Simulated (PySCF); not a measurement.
# How the numerical set-up moves the result for BCl

The method stays; parts of the set-up, such as the basis or the Hamiltonian, are changed.

Program: PySCF 2.14.0. Level of theory: each script names its method and basis. These are calculated values, not measurements.

### Step 1. Where the work starts

BCl: 2 atoms, charge 0, spin multiplicity 1.

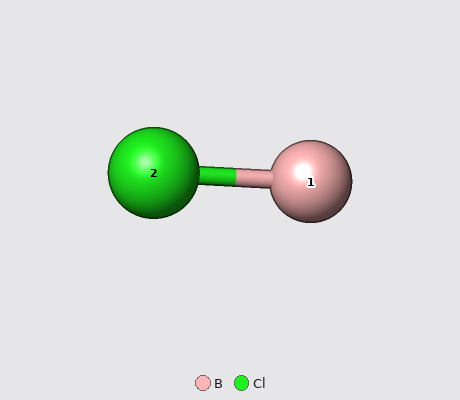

Start geometry, drawn with boron pink, chlorine green; atoms are numbered from 1 in the order of the file.

### Step 2. The run that the others are compared with

input.py

```python
from pyscf import gto, dft

mol = gto.M(
    atom='B 0 0 0; Cl 0 0 1.687',
    basis='jorge-dzp',
    charge=0,
    spin=0,
    verbose=4,
)
mf = dft.RKS(mol, xc='blyp')
mf.kernel()
mf.dip_moment()
print('orbital energies (hartree):', mf.mo_energy[..., max(0, mol.nelec[1]-3):mol.nelec[0]+3].round(4))
```

The run is started by

```console
OMP_NUM_THREADS=1 python input.py
```

Its log is not repeated here.

In short: E(SCF) = -484.983622 Eh, 8 cycles, μ = 1.87 D.

The bond length is a typed value, not an optimised one.

### Step 3. Integration grid (20, 50)

Run 1 changes integration grid: default → (20, 50).

input.py, as its differences from that of step 2:

```diff
@@ -10,2 +10,3 @@
 mf = dft.RKS(mol, xc='blyp')
+mf.grids.atom_grid = (20, 50)
 mf.kernel()
```

The run is started by

```console
OMP_NUM_THREADS=1 python input.py
```

What it wrote (excerpt; [...] marks lines left out):

```text
[lines on the frontier levels of each cycle are left out]
PySCF version 2.14.0

[INPUT] verbose = 4
[INPUT] num. atoms = 2
[INPUT] num. electrons = 22
[INPUT] charge = 0
[INPUT] spin (= nelec alpha-beta = 2S) = 0
[INPUT] symmetry False subgroup None
[INPUT] Mole.unit = angstrom
[INPUT] Symbol           X                Y                Z      unit          X                Y                Z       unit  Magmom
[INPUT]  1 B      0.000000000000   0.000000000000   0.000000000000 AA    0.000000000000   0.000000000000   0.000000000000 Bohr   0.0
[INPUT]  2 Cl     0.000000000000   0.000000000000   1.687000000000 AA    0.000000000000   0.000000000000   3.187967972141 Bohr   0.0

nuclear repulsion = 26.6627521803201
number of shells = 19
number of NR pGTOs = 73
number of NR cGTOs = 39
basis = jorge-dzp
ecp = {}

******** <class 'pyscf.dft.rks.RKS'> ********
method = RKS
initial guess = minao
damping factor = 0
level_shift factor = 0
DIIS = <class 'pyscf.scf.diis.CDIIS'>
diis_start_cycle = 1
diis_space = 8
diis_damp = 0
SCF conv_tol = 1e-09
SCF conv_tol_grad = None
SCF max_cycles = 50
direct_scf = True
direct_scf_tol = 1e-13
XC library pyscf.dft.libxc version 7.0.0
    S. Lehtola, C. Steigemann, M. J.T. Oliveira, and M. A.L. Marques.,  SoftwareX 7, 1–5 (2018)
XC functionals = blyp
    A. D. Becke.,  Phys. Rev. A 38, 3098 (1988)
    C. Lee, W. Yang, and R. G. Parr.,  Phys. Rev. B 37, 785 (1988)
    B. Miehlich, A. Savin, H. Stoll, and H. Preuss.,  Chem. Phys. Lett. 157, 200 (1989)
radial grids:
    Treutler-Ahlrichs [JCP 102, 346 (1995); DOI:10.1063/1.469408] (M4) radial grids

becke partition: Becke, JCP 88, 2547 (1988); DOI:10.1063/1.454033
pruning grids: <function nwchem_prune>
grids dens level: 3
symmetrized grids: False
atomic radii adjust function: <function treutler_atomic_radii_adjust>
User specified grid scheme (20, 50)
small_rho_cutoff = 0
Set gradient conv threshold to 3.16228e-05
Initial guess from minao.
tot grids = 2480
init E= -485.056141889551
cycle= 1 E= -484.965412519297  delta_E= 0.0907  |g|= 0.188  |ddm|= 1.46
cycle= 2 E= -484.966106637029  delta_E= -0.000694  |g|= 0.113  |ddm|= 0.246
cycle= 3 E= -484.966157686175  delta_E= -5.1e-05  |g|= 0.106  |ddm|= 0.186
cycle= 4 E= -484.969336938326  delta_E= -0.00318  |g|= 0.0155  |ddm|= 0.128
cycle= 5 E= -484.969425132636  delta_E= -8.82e-05  |g|= 0.00143  |ddm|= 0.0224
cycle= 6 E= -484.969425781736  delta_E= -6.49e-07  |g|= 0.000289  |ddm|= 0.00237
cycle= 7 E= -484.969425813182  delta_E= -3.14e-08  |g|= 4.13e-05  |ddm|= 0.000634
cycle= 8 E= -484.969425813875  delta_E= -6.93e-10  |g|= 4.34e-06  |ddm|= 8.15e-05
Extra cycle  E= -484.969425813861  delta_E= 1.43e-11  |g|= 8.43e-06  |ddm|= 1.22e-05
converged SCF energy = -484.969425813861
Dipole moment(X, Y, Z, Debye):  0.00000, -0.00000,  1.86745
orbital energies (hartree): [-0.3509 -0.3509 -0.2148 -0.0921 -0.0921  0.0714]
```

Run time: 1.8 s. Hardware: 1 thread of AMD EPYC 7R43, shared host.

The integration grid ((20, 50)) was meant as a poor choice, so the numbers below may not describe BCl as the base run means it. This run: E(SCF) = -484.969426 Eh (+0.3863 eV from the base), 8 cycles, μ = 1.87 D.

### Step 4. Spin-free X2C on

Run 2 changes spin-free X2C: off → on.

input.py, as its differences from that of step 2:

```diff
@@ -10,2 +10,3 @@
 mf = dft.RKS(mol, xc='blyp')
+mf = mf.sfx2c1e()
 mf.kernel()
```

The run is started by

```console
OMP_NUM_THREADS=1 python input.py
```

What it wrote (excerpt; [...] marks lines left out):

```text
[lines on the frontier levels of each cycle are left out]
[... 20 set-up lines left out, the same as in an earlier log ...]
******** <class 'pyscf.x2c.sfx2c1e.sfX2C1eRKS'> ********
method = sfX2C1eRKS
[... 28 set-up lines left out, the same as in an earlier log ...]
******** <class 'pyscf.x2c.sfx2c1e.SpinFreeX2CHelper'> ********
approx = 1e
xuncontract = 1
[... 2 set-up lines left out, the same as in an earlier log ...]
tot grids = 32928
init E= -486.460220939774
cycle= 1 E= -486.323232715932  delta_E= 0.137  |g|= 0.142  |ddm|= 1.45
cycle= 2 E= -486.320097567868  delta_E= 0.00314  |g|= 0.185  |ddm|= 0.295
cycle= 3 E= -486.3274968587  delta_E= -0.0074  |g|= 0.0562  |ddm|= 0.203
cycle= 4 E= -486.328595036689  delta_E= -0.0011  |g|= 0.0137  |ddm|= 0.0975
cycle= 5 E= -486.328659868891  delta_E= -6.48e-05  |g|= 0.00146  |ddm|= 0.0158
cycle= 6 E= -486.328660656315  delta_E= -7.87e-07  |g|= 0.00012  |ddm|= 0.00269
cycle= 7 E= -486.328660660323  delta_E= -4.01e-09  |g|= 2.13e-05  |ddm|= 0.000273
cycle= 8 E= -486.328660660513  delta_E= -1.89e-10  |g|= 8.83e-07  |ddm|= 4.86e-05
Extra cycle  E= -486.328660660513  delta_E= 1.14e-13  |g|= 1.47e-06  |ddm|= 2.54e-06
converged SCF energy = -486.328660660513
Dipole moment(X, Y, Z, Debye): -0.00000,  0.00000,  1.86168
orbital energies (hartree): [-0.3503 -0.3503 -0.2149 -0.0919 -0.0919  0.0703]
```

Wall time 3.4 s (1 thread of AMD EPYC 7R43, shared host).

Outcome: E(SCF) = -486.328661 Eh (-36.6004 eV from the base), 8 cycles, μ = 1.86 D.

### Step 5. Jorge-dzp-dkh (X2C on)

Run 3 changes basis set: jorge-dzp → jorge-dzp-dkh; spin-free X2C: off → on.

input.py, as its differences from that of step 2:

```diff
@@ -4,3 +4,3 @@
     atom='B 0 0 0; Cl 0 0 1.687',
-    basis='jorge-dzp',
+    basis='jorge-dzp-dkh',
     charge=0,
@@ -10,2 +10,3 @@
 mf = dft.RKS(mol, xc='blyp')
+mf = mf.sfx2c1e()
 mf.kernel()
```

The run is started by

```console
OMP_NUM_THREADS=1 python input.py
```

What it wrote (excerpt; [...] marks lines left out):

```text
[lines on the frontier levels of each cycle are left out]
[... 17 set-up lines left out, the same as in an earlier log ...]
basis = jorge-dzp-dkh
[... 38 set-up lines left out, the same as in an earlier log ...]
init E= -486.555793851483
cycle= 1 E= -486.408380995829  delta_E= 0.147  |g|= 0.14  |ddm|= 1.45
cycle= 2 E= -486.405492128668  delta_E= 0.00289  |g|= 0.181  |ddm|= 0.291
cycle= 3 E= -486.412528697227  delta_E= -0.00704  |g|= 0.056  |ddm|= 0.199
cycle= 4 E= -486.413609467123  delta_E= -0.00108  |g|= 0.0139  |ddm|= 0.0967
cycle= 5 E= -486.41367610208  delta_E= -6.66e-05  |g|= 0.00142  |ddm|= 0.0161
cycle= 6 E= -486.413676844487  delta_E= -7.42e-07  |g|= 0.000117  |ddm|= 0.0026
cycle= 7 E= -486.413676848346  delta_E= -3.86e-09  |g|= 2.15e-05  |ddm|= 0.000269
cycle= 8 E= -486.413676848538  delta_E= -1.93e-10  |g|= 9.19e-07  |ddm|= 4.86e-05
Extra cycle  E= -486.413676848538  delta_E= 1.14e-13  |g|= 1.57e-06  |ddm|= 2.66e-06
converged SCF energy = -486.413676848538
Dipole moment(X, Y, Z, Debye): -0.00000,  0.00000,  1.86182
orbital energies (hartree): [-0.3503 -0.3503 -0.2149 -0.0919 -0.0919  0.0703]
```

It took 3.1 s on 1 thread of AMD EPYC 7R43, shared host.

Result: E(SCF) = -486.413677 Eh, 8 cycles, μ = 1.86 D.

### Step 6. Ano-rcc-vdzp (X2C on)

Run 4 changes basis set: jorge-dzp → ano-rcc-vdzp; spin-free X2C: off → on.

input.py, as its differences from that of step 2:

```diff
@@ -4,3 +4,3 @@
     atom='B 0 0 0; Cl 0 0 1.687',
-    basis='jorge-dzp',
+    basis='ano-rcc-vdzp',
     charge=0,
@@ -10,2 +10,3 @@
 mf = dft.RKS(mol, xc='blyp')
+mf = mf.sfx2c1e()
 mf.kernel()
```

The run is started by

```console
OMP_NUM_THREADS=1 python input.py
```

What it wrote (excerpt; [...] marks lines left out):

```text
[lines on the frontier levels of each cycle are left out]
[... 14 set-up lines left out, the same as in an earlier log ...]
number of shells = 6
number of NR pGTOs = 144
number of NR cGTOs = 32
basis = ano-rcc-vdzp
[... 38 set-up lines left out, the same as in an earlier log ...]
init E= -486.571478282812
cycle= 1 E= -486.419294815649  delta_E= 0.152  |g|= 0.124  |ddm|= 1.76
cycle= 2 E= -486.419545738686  delta_E= -0.000251  |g|= 0.128  |ddm|= 0.274
cycle= 3 E= -486.42335505879  delta_E= -0.00381  |g|= 0.0521  |ddm|= 0.184
cycle= 4 E= -486.424369192848  delta_E= -0.00101  |g|= 0.00985  |ddm|= 0.0875
cycle= 5 E= -486.424404105558  delta_E= -3.49e-05  |g|= 0.00115  |ddm|= 0.0126
cycle= 6 E= -486.424404621643  delta_E= -5.16e-07  |g|= 0.000148  |ddm|= 0.00243
cycle= 7 E= -486.42440463059  delta_E= -8.95e-09  |g|= 1.38e-05  |ddm|= 0.000246
cycle= 8 E= -486.424404630675  delta_E= -8.49e-11  |g|= 1.2e-06  |ddm|= 3.12e-05
Extra cycle  E= -486.424404630672  delta_E= 2.16e-12  |g|= 2.64e-06  |ddm|= 5e-06
converged SCF energy = -486.424404630672
Dipole moment(X, Y, Z, Debye):  0.00000,  0.00000,  1.86543
orbital energies (hartree): [-0.349  -0.349  -0.2136 -0.0915 -0.0915  0.064 ]
```

Run time: 4.2 s. Hardware: 1 thread of AMD EPYC 7R43, shared host.

This run: E(SCF) = -486.424405 Eh, 8 cycles, μ = 1.87 D.

### Step 7. 6-311++g**

Run 5 changes basis set: jorge-dzp → 6-311++g**.

input.py, as its differences from that of step 2:

```diff
@@ -4,3 +4,3 @@
     atom='B 0 0 0; Cl 0 0 1.687',
-    basis='jorge-dzp',
+    basis='6-311++g**',
     charge=0,
```

The run is started by

```console
OMP_NUM_THREADS=1 python input.py
```

What it wrote (excerpt; [...] marks lines left out):

```text
[lines on the frontier levels of each cycle are left out]
[... 14 set-up lines left out, the same as in an earlier log ...]
number of shells = 24
number of NR pGTOs = 87
number of NR cGTOs = 52
basis = 6-311++g**
[... 34 set-up lines left out, the same as in an earlier log ...]
init E= -485.090235005619
cycle= 1 E= -484.985075284816  delta_E= 0.105  |g|= 0.168  |ddm|= 1.25
cycle= 2 E= -484.984995043684  delta_E= 8.02e-05  |g|= 0.125  |ddm|= 0.406
cycle= 3 E= -484.986282804458  delta_E= -0.00129  |g|= 0.0958  |ddm|= 0.195
cycle= 4 E= -484.988952181588  delta_E= -0.00267  |g|= 0.0175  |ddm|= 0.171
cycle= 5 E= -484.989064119356  delta_E= -0.000112  |g|= 0.00151  |ddm|= 0.0331
cycle= 6 E= -484.989064806452  delta_E= -6.87e-07  |g|= 0.000281  |ddm|= 0.00371
cycle= 7 E= -484.989064832577  delta_E= -2.61e-08  |g|= 4.95e-05  |ddm|= 0.000683
cycle= 8 E= -484.989064833591  delta_E= -1.01e-09  |g|= 5.62e-06  |ddm|= 0.00011
cycle= 9 E= -484.989064833601  delta_E= -1.07e-11  |g|= 3.37e-07  |ddm|= 8.19e-06
Extra cycle  E= -484.989064833601  delta_E=    0  |g|= 7.85e-07  |ddm|= 1.71e-06
converged SCF energy = -484.989064833601
Dipole moment(X, Y, Z, Debye):  0.00000, -0.00000,  1.79040
orbital energies (hartree): [-0.3564 -0.3564 -0.224  -0.0991 -0.0991 -0.0068]
```

Run time: 3.2 s. Hardware: 1 thread of AMD EPYC 7R43, shared host; peak memory 0.18 GiB.

This run: E(SCF) = -484.989065 Eh (-0.1481 eV from the base), 9 cycles, μ = 1.79 D.

### Step 8. Def2-svp

Run 6 changes basis set: jorge-dzp → def2-svp.

input.py, as its differences from that of step 2:

```diff
@@ -4,3 +4,3 @@
     atom='B 0 0 0; Cl 0 0 1.687',
-    basis='jorge-dzp',
+    basis='def2-svp',
     charge=0,
```

The run is started by

```console
OMP_NUM_THREADS=1 python input.py
```

What it wrote (excerpt; [...] marks lines left out):

```text
[lines on the frontier levels of each cycle are left out]
[... 14 set-up lines left out, the same as in an earlier log ...]
number of shells = 14
number of NR pGTOs = 60
[... 1 set-up line left out, the same as in an earlier log ...]
basis = def2-svp
[... 34 set-up lines left out, the same as in an earlier log ...]
init E= -484.907318950205
cycle= 1 E= -484.799107759584  delta_E= 0.108  |g|= 0.116  |ddm|= 1.53
cycle= 2 E= -484.79908656613  delta_E= 2.12e-05  |g|= 0.123  |ddm|= 0.316
cycle= 3 E= -484.802122176358  delta_E= -0.00304  |g|= 0.0529  |ddm|= 0.175
cycle= 4 E= -484.803157089557  delta_E= -0.00103  |g|= 0.00683  |ddm|= 0.0808
cycle= 5 E= -484.803173082971  delta_E= -1.6e-05  |g|= 0.00113  |ddm|= 0.00967
cycle= 6 E= -484.80317353756  delta_E= -4.55e-07  |g|= 0.000108  |ddm|= 0.00215
cycle= 7 E= -484.80317354214  delta_E= -4.58e-09  |g|= 1.4e-05  |ddm|= 0.000297
cycle= 8 E= -484.803173542226  delta_E= -8.59e-11  |g|= 1.09e-06  |ddm|= 2.79e-05
Extra cycle  E= -484.803173542225  delta_E= 7.96e-13  |g|= 2.32e-06  |ddm|= 3.83e-06
converged SCF energy = -484.803173542225
Dipole moment(X, Y, Z, Debye):  0.00000,  0.00000,  2.17706
orbital energies (hartree): [-0.3497 -0.3497 -0.2124 -0.0902 -0.0902  0.1007]
```

It took 3.5 s on 1 thread of AMD EPYC 7R43, shared host.

Outcome: E(SCF) = -484.803174 Eh (+4.9103 eV from the base), 8 cycles, μ = 2.18 D.

### Step 9. Side by side

```
                                    run  E(SCF) (hartree)  from base (eV)  cycles  gap (eV)  SCF dipole (D)  functions
                                   base       -484.983622               0       8      3.34            1.87         39
integration grid (20, 50) (poor choice)       -484.969426         +0.3863       8      3.34            1.87         39
                       spin-free X2C on       -486.328661        -36.6004       8      3.35            1.86         39
                 jorge-dzp-dkh (X2C on)       -486.413677  not comparable       8      3.35            1.86         39
                  ano-rcc-vdzp (X2C on)       -486.424405  not comparable       8      3.32            1.87         32
                             6-311++g**       -484.989065         -0.1481       9      3.40            1.79         52
                               def2-svp       -484.803174         +4.9103       8      3.33            2.18         32
```

Wall time on 1 thread of AMD EPYC 7R43, shared host, start-up included: base 2.7 s; integration grid (20, 50) (poor choice) 1.8 s; spin-free X2C on 3.4 s; jorge-dzp-dkh (X2C on) 3.1 s; ano-rcc-vdzp (X2C on) 4.2 s; 6-311++g** 3.2 s; def2-svp 3.5 s.

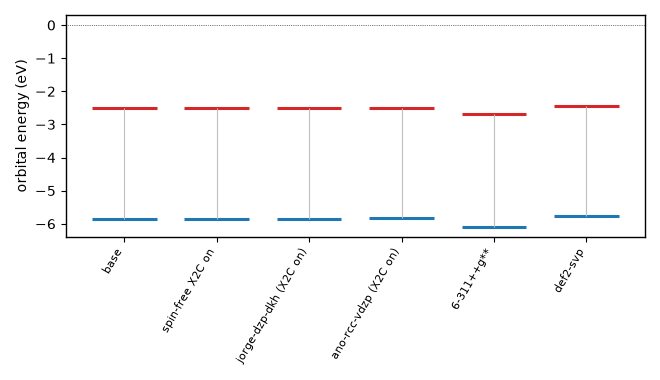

Highest filled (blue) and lowest empty (red) level of each run. Unsound runs are left out.

**Reading.** Of the runs whose energies can be compared, “spin-free X2C on” moves the SCF energy most (-36.600 eV). Scalar relativity lowers the total energy by 36.60 eV, nearly all of it in the inner shells; a basis contracted without relativity catches only part of it. 6-311++g** (52 functions) gives an energy 0.15 eV lower than jorge-dzp (39). def2-svp (32 functions) gives an energy 4.91 eV higher than jorge-dzp (39). Rows marked «poor choice» come from settings spoiled on purpose.
